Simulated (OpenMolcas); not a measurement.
```
&GATEWAY
Basis set
Cu.ANO-RCC-VDZP.
Cu1 0.0 0.0 0.0 Angstrom
End of basis
Basis set
O.ANO-RCC-VDZP.
L1 2.108000 0.000000 0.000000 Angstrom
L2 0.000000 2.108000 0.000000 Angstrom
L3 0.000000 0.000000 2.108000 Angstrom
End of basis
Basis set
Mg.EMB-AIMP.Pascual.10s4p.1s1p.ECP.MgO.
PseudoCharge
* 3 symmetry-unique lattice sites within 7.6 angstrom
End of basis
Basis set
Mg.EMB-AIMP.Pascual.0s.0s.ECP.MgO.
PseudoCharge
* 40 symmetry-unique lattice sites within 7.6 angstrom
End of basis
Basis set
O.EMB-AIMP.Pascual.0s.0s.ECP.MgO.
PseudoCharge
* 55 symmetry-unique lattice sites within 7.6 angstrom
End of basis
Symmetry
XYZ
AngMom=0.0 0.0 0.0
AMFI
RICD
XField
997 Angstrom 0
* Evjen-weighted lattice charges
&SEWARD
&RASSCF
FileOrb=start.orb
Symmetry=1
Spin=2
nActEl=9 0 0
Inactive=18 21
Ras2=5 0
CIRoot=5 5 1
SDav=5
CIMx=300
Iter=150 100
PrWF=0.3
OrbListing=Nothing
MaxOrb=0
LevShft=1.0
>>> COPY $Project.JobIph JOB001
&RASSI
NrOfJobIphs=1 5
1 2 3 4 5
IphNames
JOB001
EJob
SpinOrbit
DIPRint=1.0
SOCoupling=1000.0
Subsets=2
Property=9
'ANGMOM' 1 'ANGMOM' 2 'ANGMOM' 3 'MLTPL  1' 1 'MLTPL  1' 2 'MLTPL  1' 3
'AMFI' 1 'AMFI' 2 'AMFI' 3
SOProperty=3
'ANGMOM' 1 'ANGMOM' 2 'ANGMOM' 3
>>> COPY JOB001 $Project.JobIph
&CASPT2
Multistate=5 1 2 3 4 5
NoMult
Frozen=5 6
IPEA=0.25
Imaginary=0.1
MaxIter=60
WThr=0.0 0.3 0.05
PrWF=0.5
NoMix
```

Run as:
```bash
OMP_NUM_THREADS=1 MOLCAS_MEM=2457 MOLCAS_PROJECT=a pymolcas a.inp > a.log  # once for each step of the input, in one work folder
```

The CASPT2 energies were then put on the diagonal of the RASSI spin-orbit matrix.

The calculation used state-averaged SS-CASPT2, IPEA shift 0.25, imaginary shift 0.1 hartree, closed shells 3s 3p correlated, active space 9 electrons in the shell 3d, basis ANO-RCC-VDZP on all atoms, DKH2 scalar Hamiltonian, spin-orbit coupling by RASSI with atomic mean-field integrals (OpenMolcas).

Cu²⁺ (3d⁹) as a dopant in MgO, a cluster with its 6 nearest O²⁻ at 2.108 Å (octahedron) embedded in model potentials and point charges; the geometry was set, not optimised. The cluster and the levels that result:

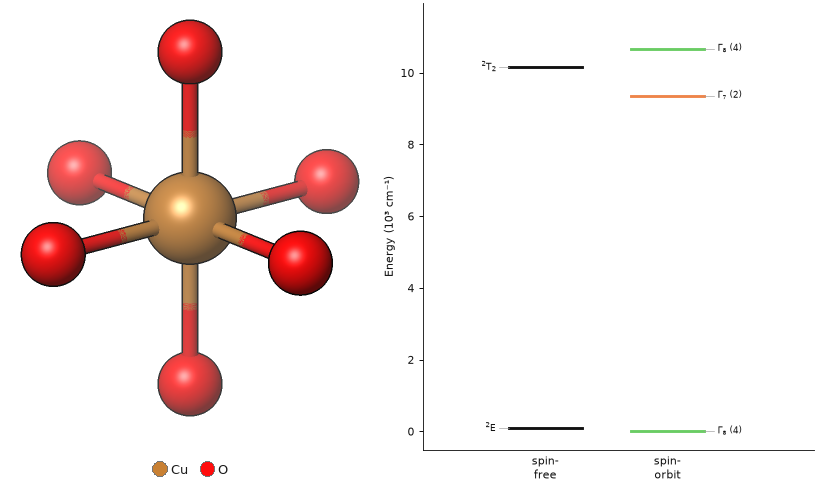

Labels give the representation in O, Td, D4 or D3 as the site allows (double group for half-integer spin) where it could be assigned and, in brackets, the degeneracy; spin-free states, where drawn, share the zero of the spin-orbit levels.

The ground level is Γ₈, 4-fold degenerate, 100 % from states of spin multiplicity 2. The next level lies at 9,360 cm⁻¹ (Γ₇). The lowest spin-free state is ²E, from the free-ion D term; of the same spin there follows at 10,100 cm⁻¹ (²T₂) above it. A ligand-field fit to the spin-free states gives |10Dq| = 10,100 cm⁻¹.

Note: orbital doublet at a regular site, Jahn-Teller distortion not allowed for; single d shell for a late 3d ion, CASPT2 field may be too large; the geometry is set by hand, with no relaxation and no charge compensation.
